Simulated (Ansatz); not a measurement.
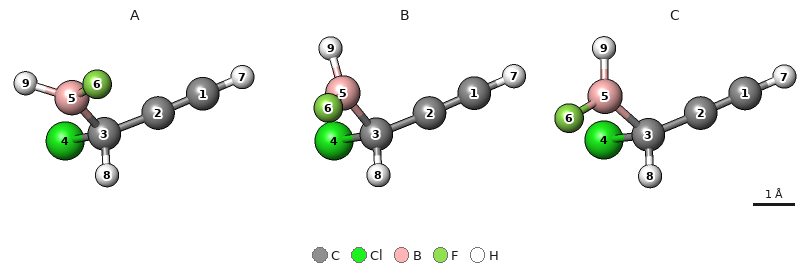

3 geometries from a converged minimum-energy path of C₃H₃BClF, shuffled. A ball-and-stick model, seen from a free direction.

Theory: Ansatz 0.2.0, RKS revPBE-D4/def2-SVP. Set-up: 5 movable images; climbing image; force threshold 0.03 eV/Å; iteration limit 60; starting path through a guess of the saddle point.

Q: Which frame is the top of the path?

A: A. In order along the path, whose images run from 0 to 6: C (image 0, 0.00 kcal/mol), B (image 1, +1.25 kcal/mol), A (image 3, +3.26 kcal/mol). The motion is a rotation about the C3–B5 bond by about 170°, with a turn of about 225° about C1–C2. No bond forms or breaks between the ends. Bond angles that change up to the highest image, for instance: Cl4–C3–B5 89.7° → 110.1°, B5–C3–H8 115.0° → 107.1°.
